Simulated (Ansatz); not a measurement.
**Work function of Nb(110): what the settings cost and change**

How thick a slab and how much vacuum does the work function of Nb(110) need?

Main program and level: Ansatz 0.2.0; plane-wave DFT, PBE, Ansatz PAW.

The experiments to compare with:

“Anisotropic work function of elemental crystals” (2019, arxiv:1902.07811) quotes from earlier work for Nb (clean (110) face, a compiled value): work function (clean (110) face, a compiled value) 4.63 eV.

### Step 1. The structure

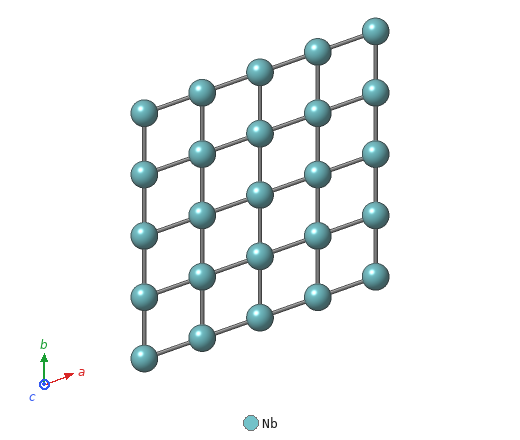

The cell as given, from above (niobium teal). 4×4×1 cells are drawn. Some periodic images of atoms are drawn too.

The cell holds 1 atom: 1 Nb. Cell: a = 2.858 Å, b = 2.858 Å, c = 18.000 Å, α = 90.0°, β = 90.0°, γ = 70.5°. Vacuum lies along c.

### Step 2. Slab, setting 1 layer

A work function rests on the faint tail of the density, so the SCF threshold is tight. The slab grows from one layer, at fixed mesh and 18 Å of vacuum; then the vacuum is varied on one slab.

The input, input.yaml:

```yaml
crystal:
  lattice:
    - [2.3334523779, -1.65, 0.0]
    - [2.3334523779, 1.65, 0.0]
    - [0.0, 0.0, 18.0]
  atoms:
    - { symbol: Nb, position: [0.0, 0.0, 0.5] }
kpoints:
  mp_grid: { grid: [15, 15, 1] }
hamiltonian:
  xc: pbe
scf:
  occupations: { method: fermi_dirac, width: 0.1 }
  convergence: { dr2_threshold: 1.0e-09 }
efield:
  axis: 3
  dipole_correction: true
  ramp_position: 0.97
  ramp_width: 0.06
output:
  write_potential: true
  write_density: true
  volumetric_format: npy
  elf: true
```

The run is started by

```sh
> ansatz run input.yaml --threads 2 --pin off --max-ram 3072MiB --backend cpu --events-out ev --progress --plain --runs-dir out
```

Numbers of over 12 decimals in the logs are rounded to 6 here.

Log:

```text
Engine: ansatz 0.2.0, aarch64-unknown-linux-gnu
Pseudopotentials: kind: paw
Pseudopotential: Nb, paw, valence charge 13, recommended cutoff 420 eV (normal), Nb.paw.azcp
Functional definition: PBE
  parameter kappa = 0.804
  parameter beta = 0.066725
  exchange = pbe_x(kappa = kappa, mu = beta*pi^2/3)
  correlation = pbe_c(beta = beta)
Crystal: 1 atoms, lattice volume = 138.607 Å³
Basis set: ecut = 420 eV, 2731 PW (Γ)
Bands: 11, of which v1, the nominal top of the filled ones, is band 7 counted from 1 (6 counted from 0)
Symmetry: 4 space group operations
k-points: 64 of 225
Non-local potential: Nb, projectors of the file, l = 0: 3, l = 1: 2, l = 2: 2, l = 3: 1
PAW form: soft (Blöchl's): semilocal exchange-correlation on the pseudo side does not see the compensation charge
PAW one-centre angular grid: Nb, 590 points (default); XC on 64 Gauss nodes
Initial density: superposition of atomic densities (neutral atoms: chi_scale 0, normalization atom), corrected by the library's trained network
Initial wavefunctions: pseudopotential atomic-orbital guess
Functional: x = pbe(κ = 0.804, μ = 0.219515), c = pbe(β = 0.066725)
SCF iter   1: F=—  HF=-4549.800577 eV  |F-HF|=—  |Δ(HF+E_count)|=         —  Δρ=2.90e-3  dr2=2.57e-2  ethr=1.77e-3  p=-0.000 e·Å  D=-3.85e-15 V/Å  ΔV_dip=0.00 eV  dr2_dipole=2.80e-11  V_vac-E_F(+/−)=4.38/4.38 eV  ⟨swp⟩=5.6  Hψ=4373  notcnv=0
efield: sawtooth ramp at fractional position 0.9700 (set: `efield.ramp_position`, or a place that a band, a saddle search or an elastic batch's reference lends), width 0.0600; the density the first Hamiltonian is built on has a dipole p = -0.000 e·Å; the dipole correction subtracts the counter field D = -3.85e-15 V/Å, which shifts the + side's vacuum level by +0.00 eV against the − side's; the planar-averaged density in the ramp window peaks in size at 2.7e-6 e/Å³
preconditioner: auto → LDOS  [metal: Δε(μ)=0.064 eV  Ē_g=4.032 eV  σ=0.100 eV  W_gap=0.16  n_scr=10 (ndim 8)  ℏωp=7.1 eV  f_vac=0.712  D(μ)=1.66/eV (n_scr^D=8)  β→1.0]
SCF iter   2: F=—  HF=-4549.798947 eV  |F-HF|=—  |Δ(HF+E_count)|=   1.63e-3  Δρ=1.47e-3  dr2=1.96e-3  ethr=1.98e-4  p=0.000 e·Å  D=1.31e-6 V/Å  ΔV_dip=-0.00 eV  dr2_dipole=2.47e-11  V_vac-E_F(+/−)=4.57/4.57 eV  ⟨swp⟩=2.6  Hψ=1690  notcnv=0
SCF iter   3: F=—  HF=-4549.799165 eV  |F-HF|=—  |Δ(HF+E_count)|=   2.18e-4  Δρ=3.72e-4  dr2=4.88e-4  ethr=1.51e-5  p=0.000 e·Å  D=4.47e-7 V/Å  ΔV_dip=-0.00 eV  dr2_dipole=4.93e-13  V_vac-E_F(+/−)=4.58/4.58 eV  ⟨swp⟩=2.9  Hψ=1162  notcnv=0
SCF iter   4: F=—  HF=-4549.799106 eV  |F-HF|=—  |Δ(HF+E_count)|=   5.92e-5  Δρ=1.02e-4  dr2=6.89e-5  ethr=3.75e-6  p=0.000 e·Å  D=2.86e-8 V/Å  ΔV_dip=-0.00 eV  dr2_dipole=5.77e-14  V_vac-E_F(+/−)=4.60/4.60 eV  ⟨swp⟩=1.3  Hψ=748  notcnv=0
SCF iter   5: F=—  HF=-4549.799101 eV  |F-HF|=—  |Δ(HF+E_count)|=   5.37e-6  Δρ=2.44e-5  dr2=3.81e-6  ethr=5.30e-7  p=-0.000 e·Å  D=-6.75e-9 V/Å  ΔV_dip=0.00 eV  dr2_dipole=7.17e-15  V_vac-E_F(+/−)=4.62/4.62 eV  ⟨swp⟩=1.8  Hψ=813  notcnv=0
SCF iter   6: F=—  HF=-4549.799100 eV  |F-HF|=—  |Δ(HF+E_count)|=   3.54e-7  Δρ=9.09e-6  dr2=9.09e-8  ethr=2.93e-8  p=-0.000 e·Å  D=-2.46e-8 V/Å  ΔV_dip=0.00 eV  dr2_dipole=3.06e-14  V_vac-E_F(+/−)=4.63/4.63 eV  ⟨swp⟩=2.1  Hψ=895  notcnv=0
SCF iter   7: F=—  HF=-4549.799100 eV  |F-HF|=—  |Δ(HF+E_count)|=   2.04e-7  Δρ=1.20e-6  dr2=1.26e-9  ethr=6.99e-10  p=-0.000 e·Å  D=-4.63e-9 V/Å  ΔV_dip=0.00 eV  dr2_dipole=3.84e-16  V_vac-E_F(+/−)=4.63/4.63 eV  ⟨swp⟩=2.4  Hψ=1238  notcnv=0
SCF iter   8: F=-4549.799100 eV  HF=-4549.799100 eV  |F-HF|=1.23e-10  |Δ(HF+E_count)|=   4.66e-9  Δρ=2.81e-7  dr2=7.09e-11  ethr=7.69e-12  p=-0.000 e·Å  D=-5.16e-9 V/Å  ΔV_dip=0.00 eV  dr2_dipole=1.05e-15  V_vac-E_F(+/−)=4.63/4.63 eV  ⟨swp⟩=4.0  Hψ=2399  notcnv=0
SCF 1 converged in 8 iterations: F = -4549.799100 eV  dr2 = 7.09e-11
  greatest PAW one-centre occupation: 0.998 electrons in one spin orbital (limit 2), on the Nb atom at site 0 (counted from 0), in its partial waves of l = 0
WARN: The output density's exchange-correlation potential varies sharply where the density is thin. Do not read a vacuum level from v_tot or v_xc, or from such a field of the output density. On a cell that repeats whose density bears no net charge and no dipole along the vacuum's axis use v_es (v_loc + v_h of the components); under efield.dipole_correction with no amplitude use v_es + v_field, which holds any externa [...]
SCF converged after 8 iterations
Free energy (F): -4549.799100 eV
Harris-Foulkes:  -4549.799100 eV  (|F-HF|=1.23e-10)
Internal energy: -4549.744553 eV  (E = F + TS)
E sigma→0 (E₀):  -4549.771827 eV
Entropy (-TS):   -0.054547 eV (-54.547 meV/atom)
Fermi energy:    -1.492428 eV
Dipole field:    D = 0.000000 V/Å  (p = 0.000000 e·Å, saw-weighted, corrected)
Work function:   Φ+ = 4.6261 eV   Φ− = 4.6261 eV
Levels:          The Fermi level and band energies are counted from a zero that moves with the ramp; work functions are not
--- Per-component energies (eV) ---
  E_band       = -321.388705
  E_kinetic    = 388.023165
  E_local      = -5637.531305  (includes V_loc(G=0)·N_el)
  E_nonlocal   = 121.654524
  E_hartree    = 2560.788135
  E_xc         = -171.411925
  E_vxc        = -207.366297  (∫ρ·V_xc dr)
  E_paw        = -3073.601462  (= ΣΔE_a)
  E_vpaw       = -107.745232  (= ΣTr[D̂ρ^β])
  E_aug_tail   = 0.000007  (compensation charges beyond the density's cutoff)
  E_efield     = 0.000000  (sawtooth field / dipole correction)
  E_vefield    = 0.000000  (∫n·V_field dr)
  E_ewald      = 1262.334308
  E_smearing   = -0.054547  (= −TS)
  E_closure    = 0.000000  (closes the sum)
  Σ components = -4549.799100   (vs F -4549.799100, Δ=0.00e0)
--- Band table (eV; the first three rows and the last of 64) ---
  k-point 0: bands = [... 3 lower, -31.7601, -5.5592, -2.5140, -2.2684, -0.8501, 1.0127, 1.1060, 1.6522]
  k-point 1: bands = [... 3 lower, -31.7831, -5.4153, -2.4769, -2.2034, -0.9540, 0.9812, 1.1484, 1.6063]
  k-point 2: bands = [... 3 lower, -31.8313, -5.0165, -2.3901, -1.9947, -1.2520, 0.9476, 1.2912, 1.5358]
  k-point 63: bands = [... 3 lower, -32.5008, -4.1851, -2.6935, -0.5844, 0.2810, 2.2492, 4.4179, 6.0114]
```

It took 14 s on 2 threads of Arm Neoverse N1, shared host; peak memory 0.45 GiB; 27 s of CPU time.

The column dr2 measures how far the density is from self-consistency, as an energy; F and HF (Harris–Foulkes) agree once it is small.

This step gave:

```yaml
energy_at_zero_smearing: -4549.7718 eV
work_function_upper_face: 4.626 eV
```

Running mean over 2.333 Å of the planar mean; the ramp of the sawtooth is left out. The electron's electrostatic potential energy less the Fermi level by z:

| z (Å) | electron's electrostatic potential energy less the Fermi level (eV) |
| --- | --- |
| 3.0 | 4.63 |
| 3.5 | 4.63 |
| 4.0 | 4.62 |
| 4.5 | 4.62 |
| 5.0 | 4.61 |
| 5.5 | 4.57 |
| 6.0 | 4.44 |
| 6.5 | 4.06 |
| 7.0 | 2.90 |
| 7.5 | -0.406 |
| 8.0 | -5.78 |
| 8.5 | -9.87 |
| 9.0 | -11.0 |
| 9.5 | -9.87 |
| 10.0 | -5.78 |
| 10.5 | -0.406 |
| 11.0 | 2.90 |
| 11.5 | 4.06 |
| 12.0 | 4.44 |
| 12.5 | 4.57 |
| 13.0 | 4.61 |
| 13.5 | 4.62 |
| 14.0 | 4.62 |
| 14.5 | 4.63 |
| 15.0 | 4.63 |

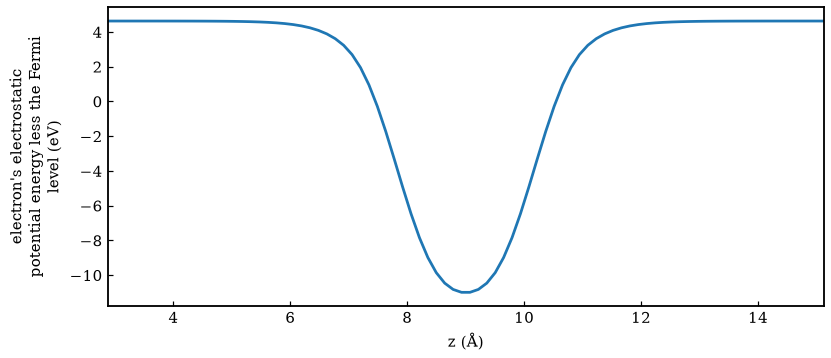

Electron's electrostatic potential energy less the Fermi level against z.

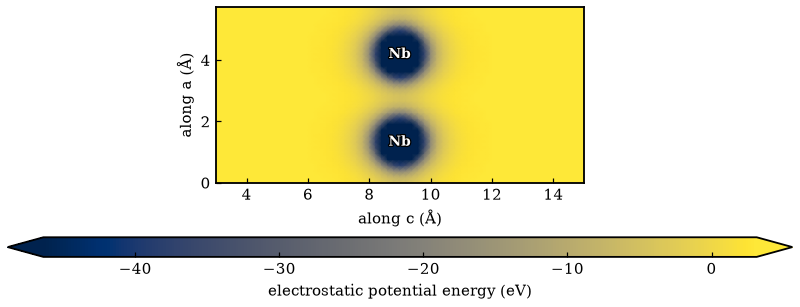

Electrostatic potential energy in the ca plane at fractional y = 0.000, with atoms of Nb within 0.2 Å of it. With pseudopotentials it is smooth inside the atoms' cores, unlike the true potential. The map starts off the cell's origin, so that atoms lie inside it. The far vacuum is left out of the map.

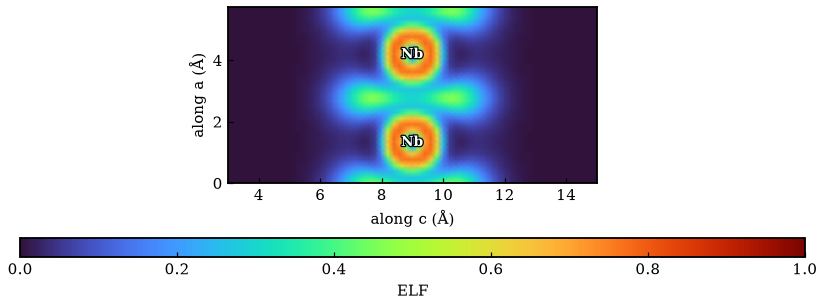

ELF in the ca plane at fractional y = 0.000, with atoms of Nb within 0.2 Å of it. It is the smooth field of the valence electrons, not physical close to the nuclei. The map starts off the cell's origin, so that atoms lie inside it. The far vacuum is left out of the map.

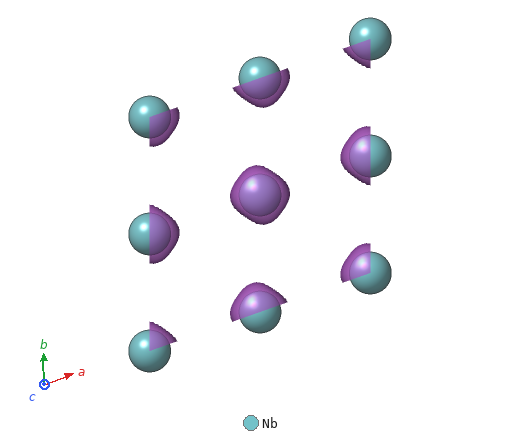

Surface of ELF = 0.7. 2×2×1 cells are drawn.

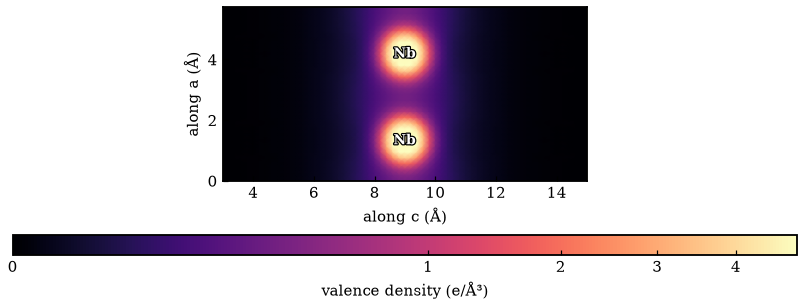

Valence density in the ca plane at fractional y = 0.000, with atoms of Nb within 0.2 Å of it. It is the smooth field of the valence electrons, not physical close to the nuclei. The map starts off the cell's origin, so that atoms lie inside it. The colour scale is stretched toward low values. The far vacuum is left out of the map.

The work function is 4.626 eV.

### Step 3. Slab, 2 atoms

System of this step: Nb(110). The cell holds 2 atoms: 2 Nb. Cell: a = 2.858 Å, b = 2.858 Å, c = 20.333 Å, α = 90.0°, β = 90.0°, γ = 70.5°. Vacuum lies along c.

input.yaml, the sections that differ from step 2:

```yaml
crystal:
  lattice:
    - [2.3334523779, -1.65, 0.0]
    - [2.3334523779, 1.65, 0.0]
    - [0.0, 0.0, 20.3334523779]
  atoms:
    - { symbol: Nb, position: [0.0, 0.0, 0.4426203594] }
    - { symbol: Nb, position: [0.5, 0.5, 0.5573796406] }
output:
  write_potential: true
  write_density: true
  volumetric_format: npy
# kpoints, hamiltonian, scf, efield: as in step 2
```

Log:

```text
[...]
Crystal: 2 atoms, lattice volume = 156.576 Å³
Basis set: ecut = 420 eV, 3069 PW (Γ)
Bands: 17, of which v1, the nominal top of the filled ones, is band 13 counted from 1 (12 counted from 0)
Symmetry: 4 space group operations
k-points: 64 of 225
[...]
k-point 0: bands = [... 9 lower, -2.9175, -0.6421, 0.3203, 0.3441, 0.5042, 1.8860, 2.1452, 3.3514]
  k-point 1: bands = [... 9 lower, -2.7790, -0.6112, 0.2686, 0.3536, 0.5774, 1.7044, 2.1957, 3.2861]
  k-point 2: bands = [... 9 lower, -2.4042, -0.5361, 0.1309, 0.2982, 0.8285, 1.3099, 2.3499, 3.2413]
  k-point 63: bands = [... 9 lower, -2.1757, -1.9498, 0.1930, 1.1147, 2.5495, 3.6509, 3.6529, 3.9830]
[key lines of the parts left out:]
SCF converged after 8 iterations
Free energy (F): -9102.510816 eV
Fermi energy:    0.853497 eV
Dipole field:    D = -0.000000 V/Å  (p = -0.000000 e·Å, saw-weighted, corrected)
Work function:   Φ+ = 4.5030 eV   Φ− = 4.5030 eV
```

The job ended after 22 s (2 threads; peak memory 0.45 GiB; 43 s of CPU time).

The work function is 4.503 eV, -0.123 eV from the run “1 layer”, at 1.6 times its CPU time.

### Step 4. Slab, 3 atoms

System of this step: Nb(110). The cell holds 3 atoms: 3 Nb. Cell: a = 2.858 Å, b = 2.858 Å, c = 22.667 Å, α = 90.0°, β = 90.0°, γ = 70.5°. Vacuum lies along c.

input.yaml, the sections that differ from step 3:

```yaml
crystal:
  lattice:
    - [2.3334523779, -1.65, 0.0]
    - [2.3334523779, 1.65, 0.0]
    - [0.0, 0.0, 22.6669047558]
  atoms:
    - { symbol: Nb, position: [0.0, 0.0, 0.3970546529] }
    - { symbol: Nb, position: [0.5, 0.5, 0.5] }
    - { symbol: Nb, position: [0.0, 0.0, 0.6029453471] }
# kpoints, hamiltonian, scf, efield, output: as in step 3
```

Log:

```text
[...]
Crystal: 3 atoms, lattice volume = 174.544 Å³
Basis set: ecut = 420 eV, 3433 PW (Γ)
Bands: 24, of which v1, the nominal top of the filled ones, is band 20 counted from 1 (19 counted from 0)
Symmetry: 4 space group operations
k-points: 64 of 225
[...]
--- Band table (eV; the first three rows and the last of 64) ---
  k-point 0: bands = [... 16 lower, 1.5807, 1.9875, 2.3632, 2.3948, 2.7603, 3.4241, 3.9263, 5.1256]
  k-point 1: bands = [... 16 lower, 1.6031, 1.9461, 2.3351, 2.4653, 2.6655, 3.4743, 3.6887, 5.0369]
  k-point 2: bands = [... 16 lower, 1.6631, 1.8187, 2.1951, 2.3077, 2.8857, 3.1473, 3.6529, 4.9066]
  k-point 63: bands = [... 16 lower, 0.9768, 1.4090, 3.2393, 3.6080, 4.2690, 4.9467, 5.4758, 6.1589]
[key lines of the parts left out:]
SCF converged after 9 iterations
Free energy (F): -13654.889646 eV
Fermi energy:    2.560966 eV
Dipole field:    D = 0.000000 V/Å  (p = 0.000000 e·Å, saw-weighted, corrected)
Work function:   Φ+ = 4.5632 eV   Φ− = 4.5632 eV
```

Wall time 36 s (2 threads); peak memory 0.54 GiB; 68 s of CPU time.

The work function is 4.563 eV, +0.060 eV from the run “2 layers”, at 1.6 times its CPU time.

### Step 5. Slab, 4 atoms

System of this step: Nb(110). The cell holds 4 atoms: 4 Nb. Its edges and angles: a = 2.858 Å, b = 2.858 Å, c = 25.000 Å, α = 90.0°, β = 90.0°, γ = 70.5°. Vacuum lies along c.

input.yaml, the sections that differ from step 4:

```yaml
crystal:
  lattice:
    - [2.3334523779, -1.65, 0.0]
    - [2.3334523779, 1.65, 0.0]
    - [0.0, 0.0, 25.0003571337]
  atoms:
    - { symbol: Nb, position: [0.0, 0.0, 0.3599948573] }
    - { symbol: Nb, position: [0.5, 0.5, 0.4533316191] }
    - { symbol: Nb, position: [0.0, 0.0, 0.5466683809] }
    - { symbol: Nb, position: [0.5, 0.5, 0.6400051427] }
# kpoints, hamiltonian, scf, efield, output: as in step 4
```

Log:

```text
[...]
Crystal: 4 atoms, lattice volume = 192.513 Å³
Basis set: ecut = 420 eV, 3769 PW (Γ)
Bands: 32, of which v1, the nominal top of the filled ones, is band 26 counted from 1 (25 counted from 0)
Symmetry: 4 space group operations
k-points: 64 of 225
[...]
k-point 0: bands = [... 22 lower, 3.3957, 3.5435, 3.6352, 4.0308, 4.1857, 4.5157, 4.6927, 5.5889, ... 2 higher]
  k-point 1: bands = [... 22 lower, 3.4079, 3.4908, 3.6116, 4.0177, 4.2061, 4.3485, 4.7402, 5.3146, ... 2 higher]
  k-point 2: bands = [... 22 lower, 3.3169, 3.3856, 3.5512, 3.8480, 3.9916, 4.4745, 4.7480, 4.8957, ... 2 higher]
  k-point 63: bands = [... 22 lower, 2.6651, 3.2847, 3.8239, 5.3157, 5.4951, 6.2058, 6.3119, 6.6432, ... 2 higher]
[key lines of the parts left out:]
SCF converged after 9 iterations
Free energy (F): -18207.203437 eV
Fermi energy:    3.994074 eV
Dipole field:    D = -0.000000 V/Å  (p = -0.000000 e·Å, saw-weighted, corrected)
Work function:   Φ+ = 4.5327 eV   Φ− = 4.5327 eV
```

Elapsed: 48 s, on 2 threads; peak memory 0.65 GiB.

The work function is 4.533 eV, -0.030 eV from the run “3 layers”, at 1.3 times its CPU time.

### Step 6. Slab, 5 atoms

System of this step: Nb(110). The cell holds 5 atoms: 5 Nb. Cell: a = 2.858 Å, b = 2.858 Å, c = 27.334 Å, α = 90.0°, β = 90.0°, γ = 70.5°. Vacuum lies along c.

input.yaml, the sections that differ from step 5:

```yaml
crystal:
  lattice:
    - [2.3334523779, -1.65, 0.0]
    - [2.3334523779, 1.65, 0.0]
    - [0.0, 0.0, 27.3338095117]
  atoms:
    - { symbol: Nb, position: [0.0, 0.0, 0.3292625565] }
    - { symbol: Nb, position: [0.5, 0.5, 0.4146312783] }
    - { symbol: Nb, position: [0.0, 0.0, 0.5] }
    - { symbol: Nb, position: [0.5, 0.5, 0.5853687217] }
    - { symbol: Nb, position: [0.0, 0.0, 0.6707374435] }
# kpoints, hamiltonian, scf, efield, output: as in step 5
```

Log:

```text
[...]
Crystal: 5 atoms, lattice volume = 210.481 Å³
Basis set: ecut = 420 eV, 4137 PW (Γ)
Bands: 39, of which v1, the nominal top of the filled ones, is band 33 counted from 1 (32 counted from 0)
Symmetry: 4 space group operations
k-points: 64 of 225
[...]
k-point 0: bands = [... 29 lower, 4.8126, 4.8470, 5.2739, 5.3080, 5.4137, 5.7661, 5.9797, 6.5581, ... 2 higher]
  k-point 1: bands = [... 29 lower, 4.7838, 4.8626, 5.1272, 5.2787, 5.4542, 5.7871, 5.8103, 6.6118, ... 2 higher]
  k-point 2: bands = [... 29 lower, 4.6332, 4.7876, 4.9554, 5.0936, 5.3624, 5.7558, 5.9071, 6.0374, ... 2 higher]
  k-point 63: bands = [... 29 lower, 4.5204, 5.0538, 5.7685, 6.7949, 6.9353, 7.2183, 7.8416, 7.8733, ... 2 higher]
[key lines of the parts left out:]
SCF converged after 10 iterations
Free energy (F): -22759.503686 eV
Fermi energy:    5.167618 eV
Dipole field:    D = -0.000000 V/Å  (p = -0.000000 e·Å, saw-weighted, corrected)
Work function:   Φ+ = 4.5447 eV   Φ− = 4.5447 eV
```

It took 67 s on 2 threads; peak memory 0.75 GiB.

The work function is 4.545 eV, +0.012 eV from the run “4 layers”, at 1.4 times its CPU time.

### Step 7. Run, 6 atoms

System of this step: Nb(110). The cell holds 6 atoms: 6 Nb. Its edges and angles: a = 2.858 Å, b = 2.858 Å, c = 29.667 Å, α = 90.0°, β = 90.0°, γ = 70.5°. Vacuum lies along c.

input.yaml, the sections that differ from step 6:

```yaml
crystal:
  lattice:
    - [2.3334523779, -1.65, 0.0]
    - [2.3334523779, 1.65, 0.0]
    - [0.0, 0.0, 29.6672618896]
  atoms:
    - { symbol: Nb, position: [0.0, 0.0, 0.3033646999] }
    - { symbol: Nb, position: [0.5, 0.5, 0.3820188199] }
    - { symbol: Nb, position: [0.0, 0.0, 0.46067294] }
    - { symbol: Nb, position: [0.5, 0.5, 0.53932706] }
    - { symbol: Nb, position: [0.0, 0.0, 0.6179811801] }
    - { symbol: Nb, position: [0.5, 0.5, 0.6966353001] }
# kpoints, hamiltonian, scf, efield, output: as in step 6
```

Log:

```text
[...]
Crystal: 6 atoms, lattice volume = 228.450 Å³
Basis set: ecut = 420 eV, 4469 PW (Γ)
Bands: 47, of which v1, the nominal top of the filled ones, is band 39 counted from 1 (38 counted from 0)
Symmetry: 4 space group operations
k-points: 64 of 225
[...]
k-point 0: bands = [... 35 lower, 5.7761, 5.9696, 6.2588, 6.3619, 6.4009, 6.4686, 6.6998, 7.2025, ... 4 higher]
  k-point 1: bands = [... 35 lower, 5.7450, 5.9764, 6.1614, 6.2448, 6.3287, 6.4959, 6.7401, 6.9835, ... 4 higher]
  k-point 2: bands = [... 35 lower, 5.6273, 5.8444, 5.9043, 6.0932, 6.1304, 6.5051, 6.7766, 6.9006, ... 4 higher]
  k-point 63: bands = [... 35 lower, 5.2345, 6.1706, 6.4728, 7.2612, 8.1003, 8.1617, 8.2042, 8.4119, ... 4 higher]
[key lines of the parts left out:]
SCF converged after 10 iterations
Free energy (F): -27311.810386 eV
Fermi energy:    6.170259 eV
Dipole field:    D = 0.000001 V/Å  (p = 0.000001 e·Å, saw-weighted, corrected)
Work function:   Φ+ = 4.5422 eV   Φ− = 4.5422 eV
```

Wall time 91 s (2 threads); peak memory 0.89 GiB; 2.9 min of CPU time.

The work function is 4.542 eV, -0.003 eV from the run “5 layers”, at 1.3 times its CPU time.

(Continued in part 2 of 2.)

[Logs are printed without paths, hosts, clocks, repeated set-up lines and the standing remarks that a program may print on its own settings, such as how far it seeks lower states.]

[Hosts, paths, dates, database ids (printed as entryN), source tags and the programs' standing remarks are cut or masked in the printed files.]

[Maps of the electrostatic potential energy from Ansatz leave out the sawtooth potential of an applied field or a dipole correction, so their vacuum need not be flat; planar profiles and work functions include it.]
